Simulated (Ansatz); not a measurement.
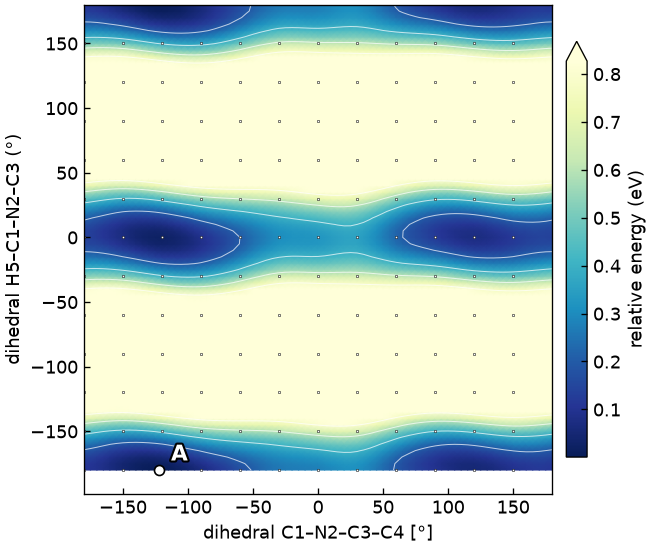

C₃H₇N, SMILES C=NCC. First axis: dihedral C1–N2–C3–C4. Second axis: dihedral H5–C1–N2–C3. Nothing is relaxed (all other coordinates rigid). The scan uses a 12 × 12 grid. Energies: eV, counted from the relaxed molecule at the same level. The dihedral twists a double bond; near 90° a spin-restricted reference is unreliable. These are results of RKS PBE0-D4/def2-SVP (Ansatz), not measurements.

In the figure: a smooth colour map with a few white contour lines, dots at the grid points, one colour for all values above the top of the scale, the well A. Between grid points the surface is interpolated.

### Where is the minimum, and how stiff is the well along each coordinate? Take the well at A.

The interpolated minimum is at dihedral C1–N2–C3–C4 ≈ −122°, dihedral H5–C1–N2–C3 ≈ −180°. The curvatures there are about 0.49 eV/rad² and 3.1 eV/rad², with a cross term of about 0.32 eV/rad². Round the minimum the valley is somewhat tilted: raising dihedral C1–N2–C3–C4 shifts the best value of dihedral H5–C1–N2–C3 downwards (coupling k₁₂/√(k₁₁k₂₂) about 0.3).
